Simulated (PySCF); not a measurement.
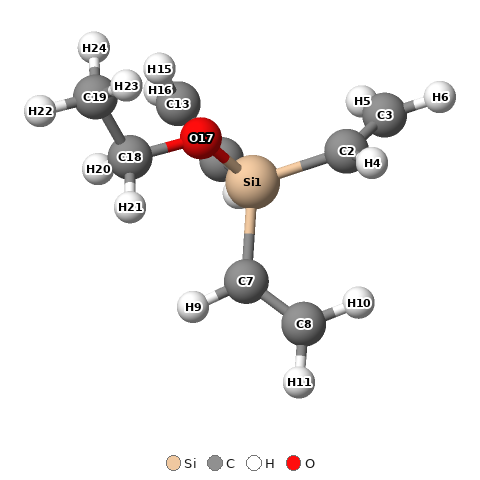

Geometry used (C₈H₁₄OSi, SMILES C=C[Si](C=C)(C=C)OCC).

Kohn-Sham orbital energies near the frontier, B3LYP/def2-SVPD, PySCF 2.14.0, at a PBE0-D3(BJ)/def2-SVP geometry (no frequency check), isolated molecule; empty levels in grey, levels within 0.03 eV side by side.

Question: Where do the frontier orbitals lie?

Answer: HOMO at −7.46 eV, LUMO at −0.86 eV, 6.60 eV apart.

Question: On which atoms do HOMO and LUMO mostly sit?

Answer: HOMO: O17 37 %, C12 10 %, C18 9 %. LUMO: C8 19 %, C7 17 %, C13 17 % (Löwdin shares).

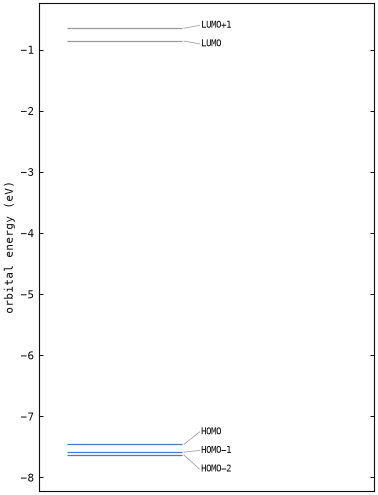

Caveats: one conformer of a flexible molecule.
